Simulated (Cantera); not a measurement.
A closed system holds: 1 mol C2H6, 0.33 mol O2, 0.99 mol H2, equilibrated at 1977 °C.

These are equilibrium values from Cantera (NASA tables, ideal gas, pure condensed phases), not measurements of a reactor. Candidate condensed phases: C, C6H6, C7H8, C8H18, H2O; 110 gas species. The ideal-gas law is rough above about 30 bar. Kinetics and transport are ignored.

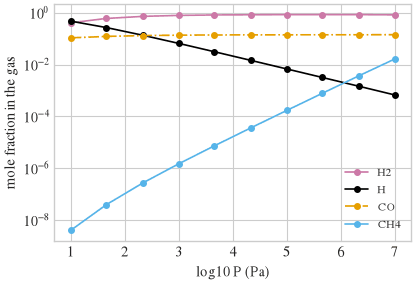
Equilibrium gas composition (values under 1e-9 drawn at 1e-9)

From 0.0750 Torr to 75000 Torr the condensed part is C(graphite). The main C-bearing gas is CO throughout. The share of C in condensed phases is highest at 0.0750 Torr (66.0 %) and lowest at 75000 Torr (61.8 %).
